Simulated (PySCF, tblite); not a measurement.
# C5H9BCl2Si: geometry, infrared bands and NMR shifts

Wanted: the infrared bands and NMR shifts of C5H9BCl2Si (`ClB(Cl)C1=C[SiH2]CCC1`), by calculation.

Programs: tblite 0.8.0 and PySCF 2.14.0, with density-fitted response routines of our own. Each step states its level of theory. These are calculated values for one molecule in the gas phase, unless marked as measured. Atoms count from 0, in the outputs and in this text.

### Step 1. Starting geometry

18 atoms, charge 0, multiplicity 1; geometry from: force field or distance geometry start.

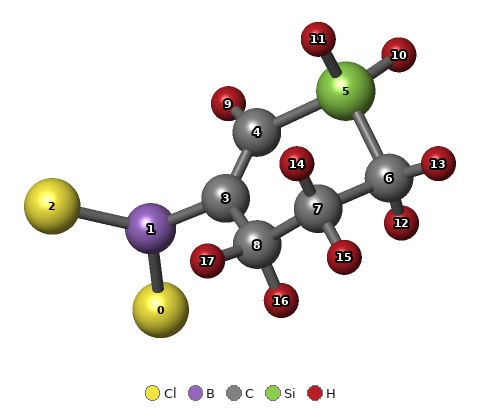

As it starts; chlorine yellow, boron purple, carbon grey, silicon green, hydrogen red, atoms numbered.

### Step 2. Optimising the geometry with GFN2-xTB

What the job is given:

```
{"job": {"kind": "relax", "xc": "GFN2-xTB", "basis": "xTB"}, "charge": 0, "multiplicity": 1}
Cl     3.272900    -0.725600     2.011800
B      2.675200     0.000400     0.393000
Cl     3.887400     0.131600    -0.979300
C      1.133300     0.114300     0.154700
C      0.585600     1.319400     0.339900
Si    -1.237300     1.564800     0.072700
C     -1.920200    -0.182100     0.231700
C     -0.988100    -0.940100    -0.700800
C      0.401400    -1.093900    -0.220200
H      1.229700     2.137400     0.623900
H     -1.844500     2.500300     0.990100
H     -1.389700     1.925800    -1.330200
H     -1.658900    -0.545200     1.259400
H     -2.972200    -0.259900    -0.016900
H     -1.095800    -0.553000    -1.755900
H     -1.450000    -1.978300    -0.709300
H      0.385500    -1.793600     0.660700
H      0.976700    -1.615800    -1.036800
```

Command:

```bash
$ OMP_NUM_THREADS=1 python probes_run.py task.json out
```

This one command runs all jobs of the session in turn.

**Question.** This job is followed by: GFN2-xTB harmonic vibrations, gas phase; GIAO PBE0/pcSseg-1 NMR shielding, non-relativistic, gas phase. What will the session give for the following? strongest single infrared mode (GFN2-xTB); zero-point energy (GFN2-xTB); 13C shifts against TMS (PBE0/pcSseg-1); 1H shifts against TMS (PBE0/pcSseg-1, means over atoms taken as alike); 35Cl shifts against HCl (PBE0/pcSseg-1, means over atoms taken as alike); 11B shifts against BF3·OEt2 (PBE0/pcSseg-1); 29Si shifts against TMS (PBE0/pcSseg-1); surface potential, least and greatest.

**Answer**, as computed:

| quantity | value |
| --- | --- |
| strongest single infrared mode (GFN2-xTB) | 2221 cm⁻¹, 375 km/mol |
| zero-point energy (GFN2-xTB) | 80.2 kcal/mol |
| 13C shifts against TMS (PBE0/pcSseg-1) | 169.8, 160.3, 34.9, 26.7, 8.2 ppm |
| 1H shifts against TMS (PBE0/pcSseg-1, means over atoms taken as alike) | 7.98, 4.46, 2.54, 1.74, 1.01 ppm |
| 35Cl shifts against HCl (PBE0/pcSseg-1, means over atoms taken as alike) | 232 ppm |
| 11B shifts against BF3·OEt2 (PBE0/pcSseg-1) | 51.9 ppm |
| 29Si shifts against TMS (PBE0/pcSseg-1) | -61.6 ppm |
| surface potential, least and greatest | -0.51 V and 1.03 V |

**Reading.** Over 140 steps the energy fell by 0.952 eV; of the close pairs, Cl0–B1 changed most, 1.872 to 1.726 Å. No mode is imaginary among the 48: a minimum at this level. The strongest single mode, at 2221 cm⁻¹, moves mainly H11. Unscaled tight-binding wavenumbers are off by several per cent, some by more. Its intensities can rank the bands wrongly. The most deshielded hydrogen is H9 (hydrogen on an alkene CH), at 7.98 ppm: olefinic region. At PBE0/pcSseg-1: Shielding is most anisotropic at Cl0, Cl2 (span 519 ppm, paramagnetic term -429 ppm). At PBE0/pcSseg-1, counted by nearest atom on the grid, the HOMO lies on C3, C4 about 30 % each, the LUMO on B1 34 %; C4 24 %.
